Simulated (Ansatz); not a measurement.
Consider KAuF3 (cubic perovskite) (Pm-3m).

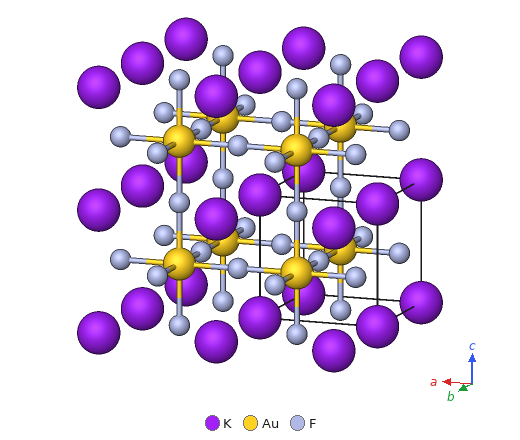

The structure (potassium purple, gold yellow, fluorine light blue). 2×2×2 cells are drawn. Some periodic images of atoms are drawn too.

The structure was built from a prototype and need not be the compound's stable phase.

```cif
data_structure
_symmetry_space_group_name_H-M 'P 1'
_symmetry_Int_Tables_number 1
_cell_length_a 4.3278
_cell_length_b 4.3278
_cell_length_c 4.3278
_cell_angle_alpha 90.000
_cell_angle_beta 90.000
_cell_angle_gamma 90.000
_cell_volume 81.06
loop_
_atom_site_label
_atom_site_type_symbol
_atom_site_fract_x
_atom_site_fract_y
_atom_site_fract_z
_atom_site_occupancy
K1 K 0.00000 0.00000 0.00000 1
Au2 Au 0.50000 0.50000 0.50000 1
F3 F 0.50000 0.50000 0.00000 1
F4 F 0.50000 0.00000 0.50000 1
F5 F 0.00000 0.50000 0.50000 1
```

The structure was relaxed with LDA. The structure type comes from a generator and need not be one that this composition takes. The structure was generated from a model, not taken from a measurement. The runs that relaxed it are not among those shown. The program's search for lower electronic states was switched off, so nothing shows that the state found is the lowest. Spin-orbit coupling is left out unless a run names it. PAW set soft_2, made with PBE.

A constrained-RPA run (Ansatz 0.2.0; non-magnetic LDA; Au d, bands v5 to v1, 4×4×4 mesh, medium accuracy) builds 5 functions on bands 4.3 eV wide, with 9.0 electrons in the window. The bare on-site interaction is 12.7 eV and the bare J 0.43 eV.

**Question.** What U and J survive the screening?

On the Au d shell, U = 4.66 eV (37 % of the bare value), U′ = 3.99 eV, J = 0.31 eV.

The parent state is non-magnetic and the interaction static (zero frequency); U depends on the window and the orbitals, so it belongs to this model alone. Spin-orbit coupling, which is strong for atoms this heavy, is left out.

[Paths, hosts, dates, memory and timing lines, banners, echoed tables and standing remarks are left out of the program output.]

[Logs are printed without paths, hosts, clocks, repeated set-up lines and the standing remarks that a program may print on its own settings, such as how far it seeks lower states.]

[Runs of the session that timed out or met a known fault of the program may be left out.]

[Hosts, paths, dates, database ids (printed as entryN), source tags and the programs' standing remarks are cut or masked in the printed files.]
